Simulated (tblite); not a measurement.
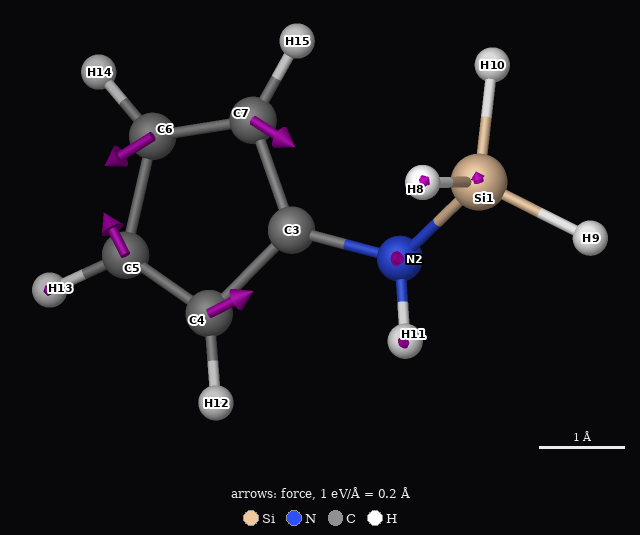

Starting geometry of C5H8NSi (charge −1) with the computed forces as purple arrows. A ball-and-stick model, seen at a tilt.

Computed with GFN2-xTB geometry optimisation, gas phase (tblite 0.8.0). 

> What follows when this structure is relaxed?

It isn't relaxed: the largest force vector, on C6, is 3.61 eV/Å. The final displacements have little in common with the starting forces (cosine between the two patterns 0.11). The energy falls by 0.475 eV in 97 geometry steps. H8 moves most after the best rigid fit: 0.81 Å. Largest moves by element: H 0.81 Å, C 0.27 Å, N 0.16 Å, Si 0.09 Å. Near-neighbour distances that change, for instance: C6–C7 1.337 → 1.397 Å, C5–C6 1.445 → 1.392 Å, C4–C5 1.347 → 1.396 Å, C3–C4 1.440 → 1.394 Å. Among the angles between lasting bonds that change: N2–Si1–H8 108.0° → 118.5°, Si1–N2–H11 110.0° → 119.6°, H8–Si1–H10 110.6° → 105.4°. Groups turn about Si1–N2 by about 25°.
